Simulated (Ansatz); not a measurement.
C₂H₇BO₂: several calculations on one system

### Relaxation

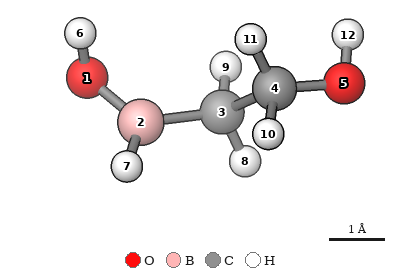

C2H7BO2, before the relaxation. The picture is a ball-and-stick view, seen at a tilt.

The run prepares an end point of a later path (torsion) calculation, from a guessed geometry.

Computed with RKS PBE/def2-SVP in Ansatz.

The input:
```yaml
crystal:
  periodic: [false, false, false]
  atoms:
    - { symbol: O, position_ang: [-2.1483, 1.2777, -0.1744] }
    - { symbol: B, position_ang: [-1.5025, 0.0796, 0.1411] }
    - { symbol: C, position_ang: [-0.1624, -0.2834, -0.6006] }
    - { symbol: C, position_ang: [1.0866, -0.4045, 0.4186] }
    - { symbol: O, position_ang: [2.2017, -0.7724, -0.2533] }
    - { symbol: H, position_ang: [-1.832, 2.006, 0.4468] }
    - { symbol: H, position_ang: [-1.9287, -0.6516, 0.9495] }
    - { symbol: H, position_ang: [-0.223, -1.2284, -1.1352] }
    - { symbol: H, position_ang: [0.1164, 0.5267, -1.2823] }
    - { symbol: H, position_ang: [0.7752, -1.2119, 1.1816] }
    - { symbol: H, position_ang: [1.1405, 0.5399, 1.0021] }
    - { symbol: H, position_ang: [2.5533, 0.0671, -0.6599] }
basis:
  gaussian: { orbitals: def2-SVP }
hamiltonian:
  xc: pbe
relax:
  f_tol: 0.015
  max_steps: 40
```

Launched with:
```bash
ansatz run input.yaml --threads 2 --pin off --max-ram 3072MiB --backend cpu --events-out ev --progress --plain --runs-dir out
```

### Where does the relaxation end?

H6 moves most after the best rigid fit: 1.23 Å. By element the largest moves are H 1.23 Å, C 0.30 Å, B 0.27 Å, O 0.25 Å. Some distances before and after: C3–C4 1.617 → 1.533 Å, C4–O5 1.353 → 1.418 Å, B2–H7 1.170 → 1.228 Å, C4–H10 1.154 → 1.111 Å. Bond angles that change, for instance: B2–C3–H8 112.6° → 105.7°, C4–C3–H9 104.6° → 111.0°, O5–C4–H11 116.9° → 111.5°. Groups turn about O1–B2 by about 90°, C4–O5 by about 20°. After 18 accepted moves (20 points after the start) the energy has fallen by 102.8 kJ/mol. The largest force component goes from 3.6 to 0.01 eV/Å. The line search rejected the trial steps at points 3, 16 of the run.

The structure at the end:

```xyz
12

O    -2.0891    1.3730   -0.2466
B    -1.3659    0.3088    0.2058
C    -0.0055   -0.0513   -0.4999
C     1.1396   -0.4549    0.4365
O     2.2557   -1.0178   -0.2329
H    -2.9269    1.4815    0.2384
H    -1.8012   -0.3614    1.1376
H    -0.2267   -0.9336   -1.1489
H     0.3098    0.7675   -1.1852
H     0.7879   -1.2345    1.1456
H     1.4379    0.4234    1.0638
H     2.5611   -0.3558   -0.8803
```

After the run, drawn alike:

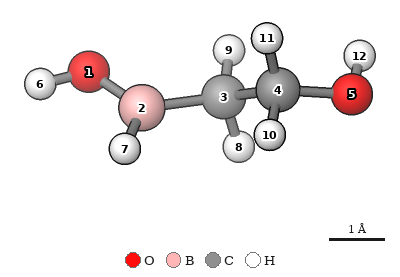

### Relaxation

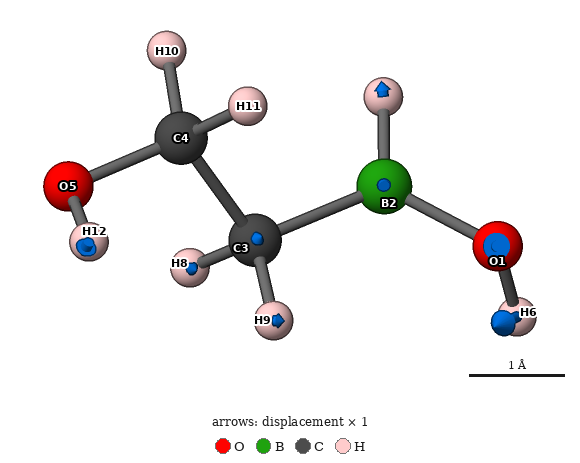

A relaxation of C2H7BO2. The starting structure is drawn; blue arrows show the displacements, at their true length. The two geometries are superimposed by the best rigid fit.

Style: ball-and-stick. Shown at a tilt.

The run prepares an end point of a later path (torsion) calculation, from a guessed geometry.

Method: Ansatz, RKS PBE/def2-SVP.

Input file:
```yaml
crystal:
  periodic: [false, false, false]
  atoms:
    - { symbol: O, position_ang: [-2.1483, 1.2777, -0.1744] }
    - { symbol: B, position_ang: [-1.5025, 0.0796, 0.1411] }
    - { symbol: C, position_ang: [-2.13704, -0.86637, 1.2275] }
    - { symbol: C, position_ang: [-2.54357, -2.30823, 0.61988] }
    - { symbol: O, position_ang: [-3.0308, -3.10518, 1.59852] }
    - { symbol: H, position_ang: [-1.832, 2.006, 0.4468] }
    - { symbol: H, position_ang: [-0.51001, -0.2398, -0.39064] }
    - { symbol: H, position_ang: [-1.46479, -1.05611, 2.06091] }
    - { symbol: H, position_ang: [-3.08122, -0.44205, 1.58413] }
    - { symbol: H, position_ang: [-1.56589, -2.73692, 0.18238] }
    - { symbol: H, position_ang: [-3.2013, -2.1324, -0.25862] }
    - { symbol: H, position_ang: [-3.98254, -2.83127, 1.71192] }
basis:
  gaussian: { orbitals: def2-SVP }
hamiltonian:
  xc: pbe
relax:
  f_tol: 0.015
  max_steps: 40
output:
  orbitals: {}
```

Launched with:
```bash
ansatz run input.yaml --threads 2 --pin off --max-ram 3072MiB --backend cpu --events-out ev --progress --plain --runs-dir out
```

Q: What happened in the run?

A: The atom that moves furthest after the best rigid fit is H6 (0.62 Å). By element the largest moves are H 0.62 Å, O 0.57 Å, C 0.12 Å, B 0.12 Å. Among the contacts that change: C3–C4 1.617 → 1.535 Å, C4–O5 1.353 → 1.417 Å, B2–H7 1.170 → 1.221 Å, C4–H10 1.154 → 1.110 Å. Among the angles between lasting bonds that change: O1–B2–H7 121.6° → 114.4°, B2–C3–H8 112.6° → 105.5°, C4–C3–H9 104.6° → 110.2°. Groups turn about O1–B2 by about 90°, C4–O5 by about 20°. After 10 accepted moves (11 points after the start) the energy has fallen by 98.0 kJ/mol. Largest force component: 2.9 eV/Å at the start, 0.01 eV/Å at the end. The line search rejected the trial step at point 6 of the run.

### Path

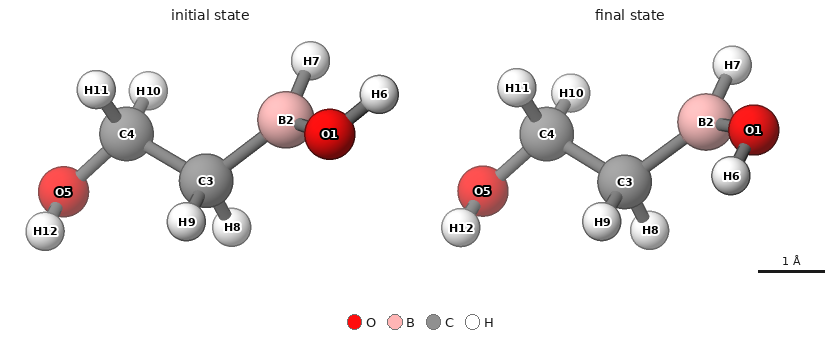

The two relaxed end points of a path for C$_{2}$H$_{7}$BO$_{2}$. Style: ball-and-stick. Shown at a tilt.

These are results of RKS PBE/def2-SVP in Ansatz, not measurements.

Set-up: 5 movable images; climbing image; force threshold 0.03 eV/Å; iteration limit 60.

Start:
```xyz
12

O    -2.0927    1.3684   -0.2418
B    -1.3616    0.3152    0.2236
C    -0.0149   -0.0639   -0.4982
C     1.1473   -0.4450    0.4264
O     2.2503   -1.0256   -0.2494
H    -2.9212    1.4899    0.2559
H    -1.7798   -0.3310    1.1799
H    -0.2488   -0.9620   -1.1206
H     0.2879    0.7371   -1.2097
H     0.8086   -1.2062    1.1613
H     1.4577    0.4485    1.0257
H     2.5439   -0.3805   -0.9189
```

End:
```xyz
12

O    -2.3394    1.1726    0.1513
B    -1.4461    0.1808    0.4198
C    -0.1226   -0.0680   -0.4097
C     1.1146   -0.4361    0.4214
O     2.2024   -0.9149   -0.3505
H    -2.0552    1.7353   -0.5940
H    -1.7606   -0.5430    1.3518
H    -0.3446   -0.9400   -1.0718
H     0.1112    0.7830   -1.0942
H     0.8572   -1.2566    1.1238
H     1.4123    0.4359    1.0574
H     2.4475   -0.2041   -0.9713
```

What barrier does the band find between them, and by what path?

Answer. Forward barrier 0.65 eV, backward barrier 0.61 eV, with image 3 at the top; the reaction energy is +0.04 eV. The motion is a rotation about the O1–B2 bond by about 180°. No bond forms or breaks between the ends. Bond angles that change up to the highest image, for instance: B2–O1–H6 112.2° → 124.4°, B2–C3–H8 105.7° → 102.5°. The band converged in 21 iterations, with a climbing image at the top. At the top, the vibrational analysis gives one imaginary mode (812i cm⁻¹), as a transition state must have.

Energies of the converged images:

| image | path (Å) | E (eV) |
| --- | --- | --- |
| 0 | 0.00 | 0.000 |
| 1 | 0.38 | 0.040 |
| 2 | 0.75 | 0.368 |
| 3 | 1.13 | 0.653 |
| 4 | 1.50 | 0.378 |
| 5 | 1.86 | 0.079 |
| 6 | 2.23 | 0.042 |

The geometry at the top of the path:

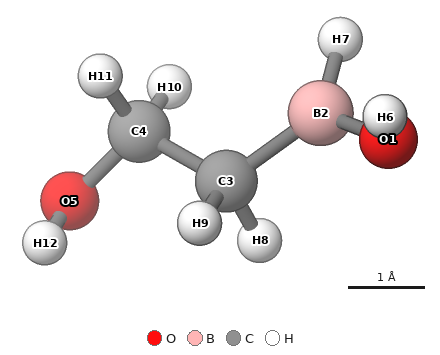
